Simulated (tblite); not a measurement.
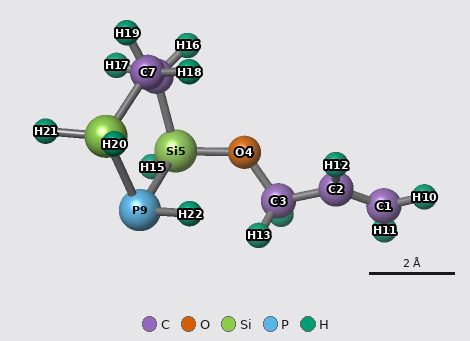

*The structure (ball-and-stick view, seen at a tilt; atoms are numbered from 1 in the order of the input).*

# C5H13OPSi2: frequency calculation

C5H13OPSi2, computed with GFN2-xTB harmonic vibrations, gas phase (tblite 0.8.0).

It belongs to a series of runs on one base structure; here: constitutional isomer.

### Log
```
mode    cm-1     km/mol
  1      20.4      0.16
  2      37.8      2.32
  3      52.1      0.14
  4      77.7      0.67
  5     105.4      1.47
  6     140.5      2.84
  7     187.8      2.24
  8     243.0     10.20
  9     257.3     10.19
 10     311.4      3.58
 11     371.3      3.66
 12     412.2      1.31
 13     440.3     28.14
 14     459.6     35.60
 15     472.7     72.96
 16     532.3     17.71
 17     593.1     18.52
 18     607.7     68.21
 19     613.5    113.66
 20     638.9     48.62
 21     663.1     10.60
 22     702.7    121.34
 23     719.2    207.96
 24     744.4    163.65
 25     759.2    112.47
 26     771.7    186.24
 27     816.6    106.12
 28     861.0     94.07
 29     898.0     10.85
 30     932.0     24.33
 31     966.4      8.81
 32    1019.8     29.65
 33    1056.5      3.95
 34    1071.0     20.74
 35    1115.6    276.26
 36    1129.9      8.84
 37    1131.6      1.06
 38    1216.7      4.75
 39    1266.6      1.14
 40    1272.9      6.59
 41    1285.8      3.25
 42    1327.5      9.09
 43    1410.7      0.16
 44    1462.0      1.11
 45    1473.5      1.14
 46    1485.3      1.09
 47    1717.3      5.86
 48    2200.4    218.49
 49    2220.8    130.87
 50    2226.5    334.30
 51    2305.6    283.21
 52    2838.0     37.92
 53    2916.5     41.16
 54    2956.1     29.68
 55    2975.6     27.53
 56    2983.9     55.71
 57    2997.6     26.10
 58    3073.0     18.06
 59    3102.8     20.36
 60    3132.0     35.99
```

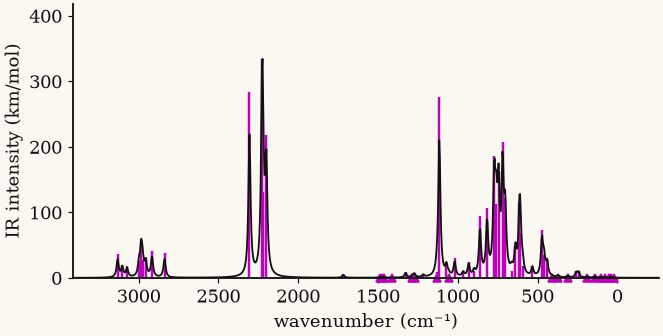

*Harmonic infrared spectrum, unscaled: sticks (degenerate modes added up, dark ones marked on the axis) with a Lorentzian envelope of 16 cm⁻¹ full width, scaled to the tallest stick.*

60 modes from 20 to 3132 cm⁻¹, none imaginary. The strongest line is at 2226 cm⁻¹ (334 km/mol).

This output came from the following input.

### Input file
```
{"job": {"kind": "ir", "xc": "GFN2-xTB", "basis": "xTB"}, "charge": 0, "multiplicity": 1}
C      4.235676    -0.507278     0.259305
C      2.941490    -0.542945     0.006415
C      2.034500     0.646275     0.057602
O      0.827433     0.302661     0.685492
Si    -0.595846     1.056885     0.498412
C     -1.896394    -0.107347     1.263783
C     -2.511711    -1.031928     0.214069
Si    -2.893131    -0.076390    -1.401388
P     -1.148642     1.305271    -1.669737
H      4.851690    -1.387268     0.192009
H      4.735178     0.408242     0.530446
H      2.447177    -1.467264    -0.258959
H      1.822551     0.992095    -0.966700
H      2.502781     1.475001     0.600663
H     -0.576301     2.388027     1.119220
H     -1.473568    -0.687748     2.082974
H     -2.678298     0.520953     1.690472
H     -1.802884    -1.832000    -0.012475
H     -3.407016    -1.511896     0.612092
H     -3.038331    -0.991164    -2.537019
H     -4.093767     0.752820    -1.254484
H     -0.292999     0.314383    -2.113829
```

The first line tells a small driver script what to run in tblite; the rest is the geometry in Å.

Launch command:
```bash
OMP_NUM_THREADS=1 python <driver script> task.json out
```

### Key numbers

| quantity | value |
| --- | --- |
| outcome | converged |
| total energy | −745.1656 eV |
| zero-point energy | 102.6160 kcal/mol |
| hardware | 1 CPU thread, shared host |
| wall time | 1.2 s |
| peak memory | 0.18 GiB |
